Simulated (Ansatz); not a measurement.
# CH5Sn radical (SMILES [CH2][SnH3]): one structure at several levels

How do the functionals fare away from a minimum? The structure is a structure displaced at random from a GFN2-xTB minimum.

Computed with Ansatz 0.2.0, Gaussian basis. Level: single points in def2-TZVPP.

Cores are frozen in the correlated methods. Filled d shells of the heavier atoms are correlated. Core potentials replace the inner electrons past krypton, and spin-orbit coupling is left out. Orbitals are unrestricted.

**1. Where the work starts**

SMILES `[CH2][SnH3]`, 7 atoms, charge 0, spin multiplicity 2.

Atoms are counted from 1 here; the program's logs count them from 0.

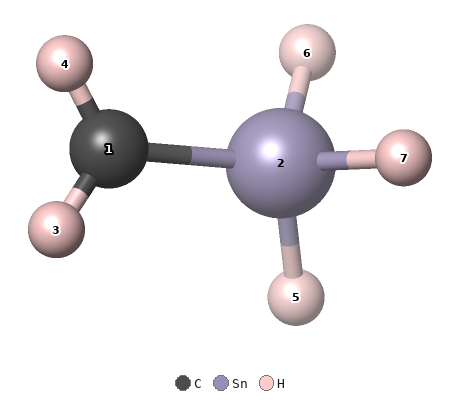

Start geometry, drawn with carbon dark grey, tin purple, hydrogen pink; atoms are numbered from 1 in the order of the file.

Coordinates:

```xyz
7
CH5Sn
C    -0.2827   -1.2081    0.1702
Sn    0.1829    0.7355   -0.1058
H    -0.7326   -1.8383   -0.5966
H    -0.0679   -1.7153    1.0335
H    -0.8621    1.4634   -1.1243
H     0.1870    1.5642    1.2402
H     1.6926    1.0007   -0.7650
```

**2. CCSD(T)/def2-TZVPP**

Input file run/in.yaml:

```yaml
crystal:
  periodic: [false, false, false]
  atoms:
    - {symbol: C, position_ang: [-0.282700, -1.208100, 0.170200]}
    - {symbol: Sn, position_ang: [0.182900, 0.735500, -0.105800]}
    - {symbol: H, position_ang: [-0.732600, -1.838300, -0.596600]}
    - {symbol: H, position_ang: [-0.067900, -1.715300, 1.033500]}
    - {symbol: H, position_ang: [-0.862100, 1.463400, -1.124300]}
    - {symbol: H, position_ang: [0.187000, 1.564200, 1.240200]}
    - {symbol: H, position_ang: [1.692600, 1.000700, -0.765000]}
basis:
  gaussian: {orbitals: def2-TZVPP}
magnetization: {spin_polarized: true, initial_magnetization: 1}
correlation: {method: ccsd_t}
scf: {omitted_lower_state_checks: [cluster_reference]}
output: {forces: true}
```

The command line of these runs was not kept.

**3. PBE0-D4/def2-TZVPP**

Changes to run/in.yaml since step 2:

```diff
@@ -13,4 +13,3 @@
 magnetization: {spin_polarized: true, initial_magnetization: 1}
-correlation: {method: ccsd_t}
-scf: {omitted_lower_state_checks: [cluster_reference]}
-output: {forces: true}
+hamiltonian: {xc: pbe0, dispersion: d4}
+output: {forces: true, orbitals: {seedname: orbitals}}
```

**4. wB97M-V/def2-TZVPP**

Changes to run/in.yaml since step 3:

```diff
@@ -13,3 +13,3 @@
 magnetization: {spin_polarized: true, initial_magnetization: 1}
-hamiltonian: {xc: pbe0, dispersion: d4}
-output: {forces: true, orbitals: {seedname: orbitals}}
+hamiltonian: {xc: {name: wB97M-V}}
+output: {forces: true}
```

**5. r2SCAN-D4/def2-TZVPP**

Changes to run/in.yaml since step 4:

```diff
@@ -13,3 +13,3 @@
 magnetization: {spin_polarized: true, initial_magnetization: 1}
-hamiltonian: {xc: {name: wB97M-V}}
+hamiltonian: {xc: r2scan, dispersion: d4}
 output: {forces: true}
```

**6. PBE-D4/def2-TZVPP**

Changes to run/in.yaml since step 5:

```diff
@@ -13,3 +13,3 @@
 magnetization: {spin_polarized: true, initial_magnetization: 1}
-hamiltonian: {xc: r2scan, dispersion: d4}
+hamiltonian: {xc: pbe, dispersion: d4}
 output: {forces: true}
```

**7. LC-wPBE/def2-TZVPP**

Changes to run/in.yaml since step 6:

```diff
@@ -13,3 +13,3 @@
 magnetization: {spin_polarized: true, initial_magnetization: 1}
-hamiltonian: {xc: pbe, dispersion: d4}
+hamiltonian: {xc: {name: LC-wPBE}}
 output: {forces: true}
```

**8. CAM-B3LYP-D4/def2-TZVPP**

Changes to run/in.yaml since step 7:

```diff
@@ -13,3 +13,3 @@
 magnetization: {spin_polarized: true, initial_magnetization: 1}
-hamiltonian: {xc: {name: LC-wPBE}}
+hamiltonian: {xc: {name: CAM-B3LYP}, dispersion: d4}
 output: {forces: true}
```

(Steps that only read results are left out.)

What does the calculation give? Wanted: energy less free atoms, CCSD(T)/def2-TZVPP; RMS force component; RMS force error; HOMO and LUMO, PBE0-D4; T1 diagnostic.

**Answer**, as computed:

| quantity | value |
| --- | --- |
| energy less free atoms, CCSD(T)/def2-TZVPP | -18.996 eV |
| RMS force component | 0.967 to 1.042 eV/Å over the methods |
| RMS force error | PBE0-D4 0.081, wB97M-V 0.042, r2SCAN-D4 0.062, PBE-D4 0.157, LC-wPBE 0.063, CAM-B3LYP-D4 0.049 eV/Å |
| HOMO and LUMO, PBE0-D4 | -6.96 and -2.24 eV |
| T1 diagnostic | 0.013 |

**Reading.** Against CCSD(T) the functionals' energies less atoms differ by -0.407 to -0.119 eV, PBE-D4 by -0.129 eV. The reference is not at the basis limit: in triple zeta CCSD(T) underbinds, which counts against methods that bind more; the gaps are no ranking. The forces of wB97M-V come nearest to CCSD(T), those of PBE-D4 are farthest. Frozen-core CCSD(T) forces in triple zeta carry basis errors of their own, and this is one geometry, so small gaps rank nothing.
